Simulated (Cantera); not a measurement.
Feed: 1 mol CH3SiCl3, 60 mol H2, at 100 Torr.

These are equilibrium values from Cantera (NASA tables, ideal gas, pure condensed phases), not measurements of a reactor. Candidate condensed phases: C, C6H6, C7H8, C8H18, Si, SiC; 109 gas species. The feed counts by its element totals alone. The tables' values for SiCl are old estimates; treat these amounts as uncertain. Gases not in the tables: Si2H6 and higher silanes. Equilibrium is a limit: real reactors are often held back by kinetics, nucleation or transport.

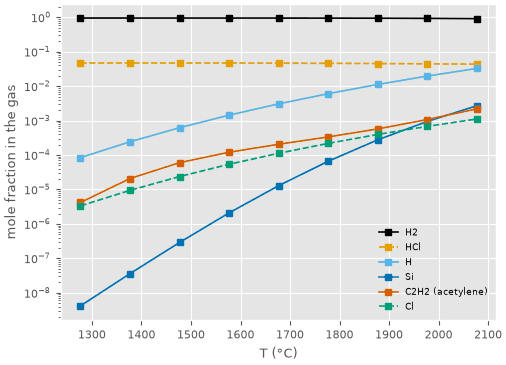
Figure: Equilibrium gas composition (values under 1e-9 drawn at 1e-9)

Q: Read off the mole fractions at 1977 °C.

A: H2 about 0.93, HCl about 0.045, H about 0.020, C2H2 (acetylene) about 0.0011, Si about 0.00094, Cl about 0.00068.
